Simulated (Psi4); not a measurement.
# r2SCAN/def2-SVP (Coulomb fitting set, core potential, sweep point 1) run of ZrO (SMILES [O][Zr])

Aim: the vertical ionisation energy of ZrO at r2SCAN/def2-SVP (Coulomb fitting set, core potential, sweep point 1), from 2 runs. 

The calculation is run with Psi4 1.11.

**1. The structure to begin with**

ZrO: 2 atoms, total charge 0, spin state singlet. SMILES: `[O][Zr]`. The bond length is the measured one.

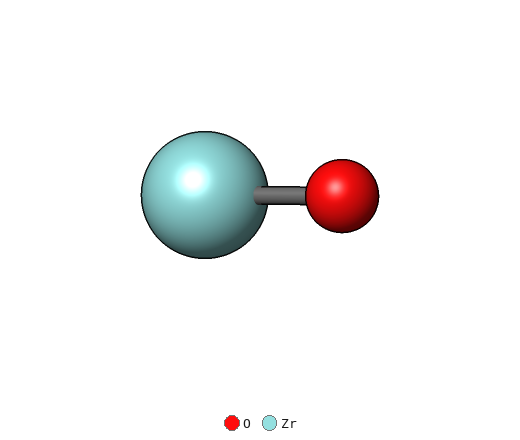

Viewed from a chosen angle; oxygen red, zirconium light teal.

**2. The energy at r2SCAN/def2-SVP (Coulomb fitting set, core potential, sweep point 1)**

Input file ozr.dat:

```
memory 1.6 GB

molecule m {
  0 1
  O      0.00000000     0.00000000     0.00000000
  Zr     0.00000000     0.00000000     3.23445523
  units bohr
  symmetry c1
}

set {
  basis def2-SVP
  puream true
  scf_type df
  dft_radial_points 99
  dft_spherical_points 590
  df_basis_scf def2-universal-jfit
}

result = energy('r2scan')
```

Launch:

```bash
$ psi4 -n 1 ozr.dat ozr.out
```

ozr.out:

```text
[...]
    !!!  WARNING: ECP capability is in beta. Please check occupations closely.  !!!
[...]
  Running in c1 symmetry.
[...]
  Nuclear repulsion =   29.680423185205132
[...]
  Multiplicity = 1
[...]
  Nalpha       = 10
  Nbeta        = 10
[...]
    Number of basis functions: 45
[...]
   @DF-RKS iter   1:  -121.68323510312032   -8.33845e-02   2.06325e-02 DIIS/ADIIS
[...]
   @DF-RKS iter  11:  -122.14460175815603   -2.74837e-09   2.29757e-07 DIIS
[...]
    Orbital Energies [Eh]
    ---------------------
    Doubly Occupied:
       1A    -18.975503     2A     -2.144516     3A     -1.307084
       4A     -1.286746     5A     -1.286744     6A     -0.827279
       7A     -0.331036     8A     -0.331035     9A     -0.324818
      10A     -0.172352
[...]
  @DF-RKS Final Energy:  -122.14460175815603
   => Energetics <=
    Nuclear Repulsion Energy =             29.6804231852051323
    One-Electron Energy =                -240.4547826679895479
    Two-Electron Energy =                 102.9224920613443857
    DFT Exchange-Correlation Energy =     -14.2927343367160127
    Empirical Dispersion Energy =           0.0000000000000000
    VV10 Nonlocal Energy =                  0.0000000000000000
    Total Energy =                       -122.1446017581560284
[...]
 Multipole Moments:
 ------------------------------------------------------------------------------------
     Multipole            Electronic (a.u.)      Nuclear  (a.u.)        Total (a.u.)
 ------------------------------------------------------------------------------------
 L = 1.  Multiply by 2.5417464519 to convert [e a0] to [Debye]
 Dipole X            :          0.0000024            0.0000000            0.0000024
 Dipole Y            :         -0.0000000            0.0000000           -0.0000000
 Dipole Z            :         17.0255286          -16.1050989            0.9204296
 Magnitude           :                                                    0.9204296
[...]
```

Run time: 4.2 s. Hardware: 1 thread of AMD EPYC 9R45 (Zen 5), shared host; peak memory 0.55 GiB.

**3. The doublet cation at the same level**

Input file ozr.in:

```
memory 1600 mb

molecule system {
  1 2
  O      0.00000000     0.00000000     0.00000000
  Zr     0.00000000     0.00000000     3.23445523
  units bohr
  symmetry c1
}

set {
  reference            uks
  puream               true
  scf_type             df
  dft_radial_points    99
  dft_spherical_points 590
  df_basis_scf         def2-universal-jfit
  maxiter              150
}

e_tot, wfn = energy('r2scan/def2-SVP', return_wfn=True)
```

Launch:

```bash
$ psi4 -n 1 ozr.in ozr.out
```

ozr.out:

```text
[...]
    !!!  WARNING: ECP capability is in beta. Please check occupations closely.  !!!
[...]
  Running in c1 symmetry.
[...]
  Nuclear repulsion =   29.680423185205132
[...]
  Multiplicity = 2
[...]
  Nalpha       = 10
  Nbeta        = 9
[...]
    Number of basis functions: 45
[...]
   @DF-UKS iter   1:  -121.50672236190228    9.31283e-02   2.11590e-02 ADIIS/DIIS
[...]
   @DF-UKS iter  13:  -121.91301735133204   -3.95577e-07   8.40830e-07 DIIS
[...]
   @S^2 Observed:                7.590056866E-01
[...]
    Orbital Energies [Eh]
    ---------------------
    Alpha Occupied:
       1A    -19.152812     2A     -2.310100     3A     -1.486741
       4A     -1.462266     5A     -1.455574     6A     -1.001027
       7A     -0.508478     8A     -0.505730     9A     -0.499917
      10A     -0.374515
    Alpha Virtual:
      11A     -0.336338    12A     -0.314778    13A     -0.269435
      14A     -0.265034    15A     -0.213998    16A     -0.162336
      17A     -0.155109    18A     -0.077418    19A     -0.051216
      20A      0.021279    21A      0.034414    22A      0.037258
      23A      0.039951    24A      0.064578    25A      0.065855
[...]
  @DF-UKS Final Energy:  -121.91301735133204
   => Energetics <=
    Nuclear Repulsion Energy =             29.6804231852051323
    One-Electron Energy =                -236.9047865183122212
    Two-Electron Energy =                  99.6204887080330082
    DFT Exchange-Correlation Energy =     -14.3091427262579707
    Empirical Dispersion Energy =           0.0000000000000000
    VV10 Nonlocal Energy =                  0.0000000000000000
    Total Energy =                       -121.9130173513320443
[...]
 Multipole Moments:
 ------------------------------------------------------------------------------------
     Multipole            Electronic (a.u.)      Nuclear  (a.u.)        Total (a.u.)
 ------------------------------------------------------------------------------------
 L = 1.  Multiply by 2.5417464519 to convert [e a0] to [Debye]
 Dipole X            :         -0.0000246            0.0000000           -0.0000246
 Dipole Y            :         -0.0000006            0.0000000           -0.0000006
 Dipole Z            :         18.4674981          -16.1050989            2.3623992
 Magnitude           :                                                    2.3623992
[...]
```

Wall time 6.6 s (1 thread of AMD EPYC 9R45 (Zen 5), shared host); peak memory 0.55 GiB.

**4. Results**

At r2SCAN/def2-SVP (Coulomb fitting set, core potential, sweep point 1):

```
                                          quantity          value
                         singlet ZrO: total energy  -122.14460 Eh
                        singlet ZrO: dipole moment         2.34 D
                          singlet ZrO: HOMO energy       -4.69 eV
                          singlet ZrO: LUMO energy       -4.21 eV
                        singlet ZrO: HOMO–LUMO gap        0.48 eV
                      doublet cation: total energy  -121.91302 Eh
doublet cation: HOMO energy (highest over α and β)      -10.19 eV
 doublet cation: LUMO energy (lowest over α and β)       -9.15 eV
                              doublet cation: ⟨S²⟩          0.759
vertical ionisation energy (to the doublet cation)       6.302 eV
```

In words: The vertical ionisation energy comes to 6.30 eV (608 kJ/mol). The negative HOMO energy of the first species, 4.69 eV, lies 1.61 eV below that difference.
